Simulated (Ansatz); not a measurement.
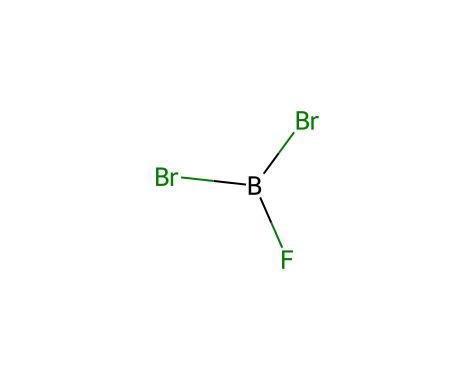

A structural formula.

Question: Transcribe the drawing into SMILES.

Answer: FB(Br)Br

Question: What is the molecular formula?

Answer: BBr2F.

Question: An optimisation with PBE0-D4/def2-TZVP gave a structure of which point group?

Answer: C2v.

More results for the same structure follow; atom numbers are the same in all pictures, views and colours differ. The geometry was computed by an optimisation with PBE0-D4/def2-TZVP.

### Geometry

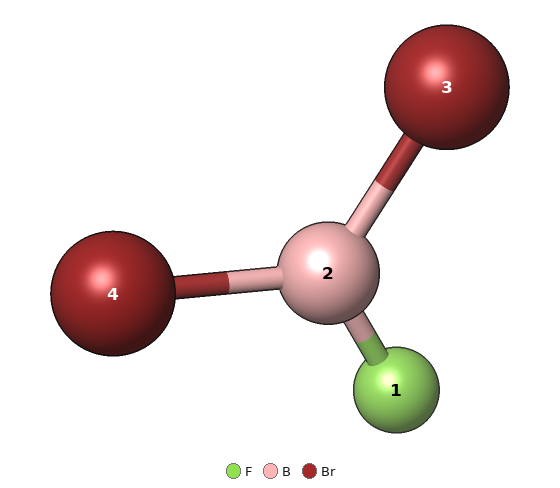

The atoms are numbered.

Give these bond angles: F1–B2–Br3, Br3–B2–Br4.

| angle | degrees |
| --- | --- |
| F1–B2–Br3 | 119.1 |
| Br3–B2–Br4 | 121.8 |

### Vibrations

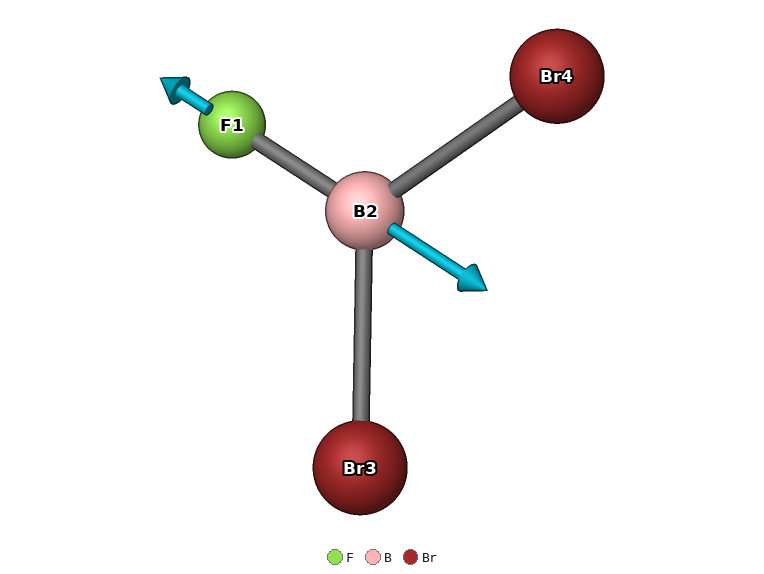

The arrows show one normal mode. Harmonic vibrations computed with RKS PBE0-D4/def2-TZVP (Ansatz 0.2.0) at a stationary point of the same level.

Question: Describe the motion.

Answer: Mostly B–F stretching.

Question: Estimate its harmonic wavenumber.

Answer: 1336 cm⁻¹; it is mode 6 of 6 counted from the lowest.

### Dipole moment

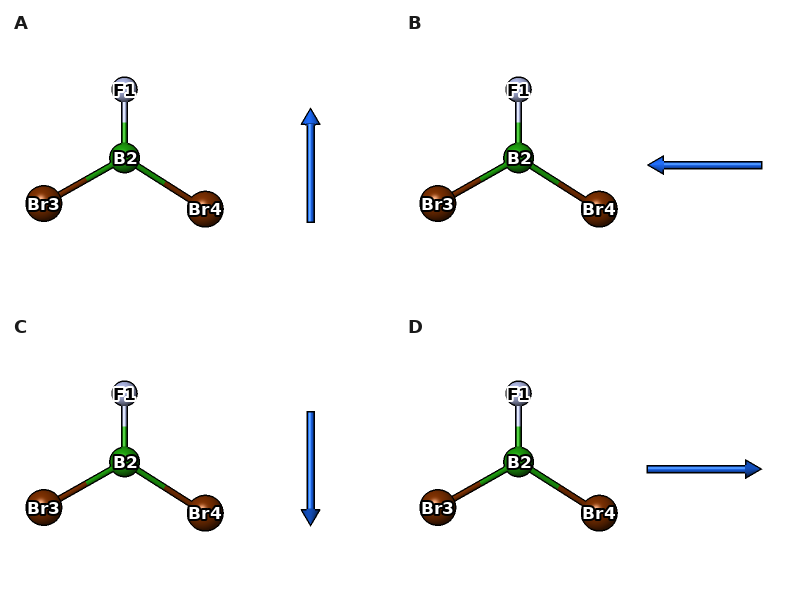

The same molecule four times, each with an arrow. Properties computed with RKS PBE-D4/def2-TZVPP (Ansatz 0.2.0).

Question: Which arrow points along the dipole moment, from the negative to the positive end?

Answer: C. The dipole moment is 0.29 D; it points from the side of F1 to the side of Br3, Br4 (the outermost atoms at the two ends).

### Electronic properties

Level of theory: RKS CAM-B3LYP-D4/def2-TZVPP (Ansatz 0.2.0).

Question: What is the HOMO energy (Kohn–Sham orbital)?

Answer: −9.95 eV.

Question: Give the HOMO–LUMO gap at this level.

Answer: 9.76 eV.

### Charges

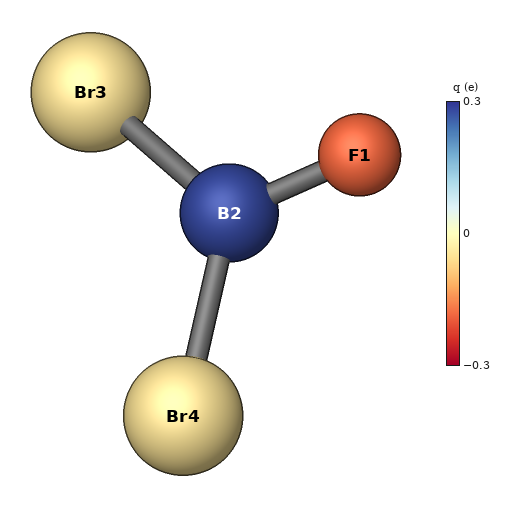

Atoms are coloured by their Mulliken charges. Method: RKS B3LYP-D4/def2-TZVPP (Ansatz 0.2.0).

List the Mulliken charges.

| atom | value (e) |
| --- | --- |
| F1 | −0.18 |
| B2 | 0.28 |
| Br3 | −0.05 |
| Br4 | −0.05 |

Mulliken values depend strongly on the basis set and can even reverse the polarity of a bond.
